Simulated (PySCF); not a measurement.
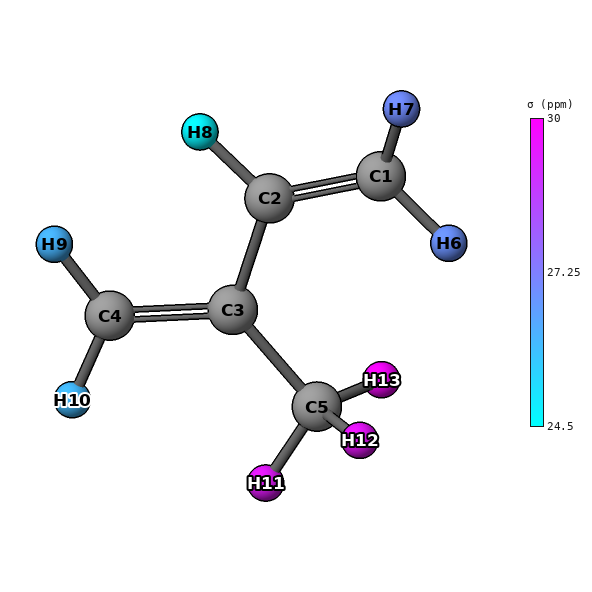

Atoms are coloured by their isotropic NMR shieldings (H only, the others grey). Geometry: a frame of a GFN2-xTB molecular-dynamics simulation, not a minimum. Level of theory: GIAO PBE0/pcSseg-1 NMR shielding, non-relativistic, gas phase (PySCF 2.14.0).

Q: Which H atom is the most shielded (lowest chemical shift)?

A: H13 (29.85 ppm).

Q: Which H atom is the least shielded (highest chemical shift)?

A: H8 (24.71 ppm).

Q: How wide is the range of H shifts?

A: 5.14 ppm.

List the isotropic NMR shieldings of the H atoms.

```
atom  σ (ppm)
  H6    26.82
  H7    26.97
  H8    24.71
  H9    26.09
 H10    25.98
 H11    29.44
 H12    29.55
 H13    29.85
```
